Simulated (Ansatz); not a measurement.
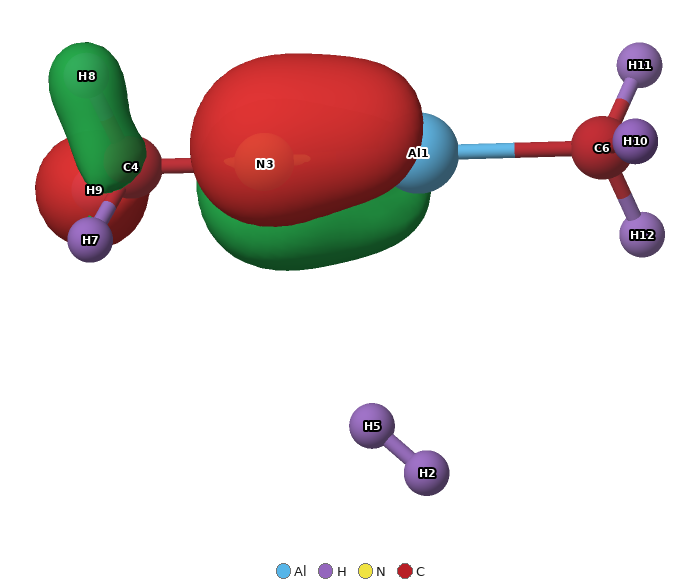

C₂H₆AlN···H₂. The HOMO−1 at ±0.15 Å⁻³ᐟ² (green and red are the two phases), seen across its widest extent.

Theory: RKS PBE0/def2-SVP (Ansatz 0.2.0).

```csv
atom,x (Å),y (Å),z (Å)
Al,-0.1128,-0.6003,0.4867
H,-1.3604,0.2674,-2.5363
N,0.7762,0.7597,0.4388
C,1.5655,1.9211,0.4519
H,-0.8464,0.5950,-2.0764
C,-1.1968,-2.2052,0.4736
H,1.0468,2.7930,0.0025
H,1.8599,2.2358,1.4741
H,2.5102,1.8045,-0.1176
H,-2.1915,-1.9996,0.8972
H,-0.7267,-3.0064,1.0641
H,-1.3240,-2.5651,-0.5587
```

> Where does this orbital lie, and at what energy?

Its weight (Hirshfeld) is mainly on N3 (about 55 %), Al1 (about 25 %), C4 (about 10 %) and H9 (about 5 %). Its energy is −5.61 eV.
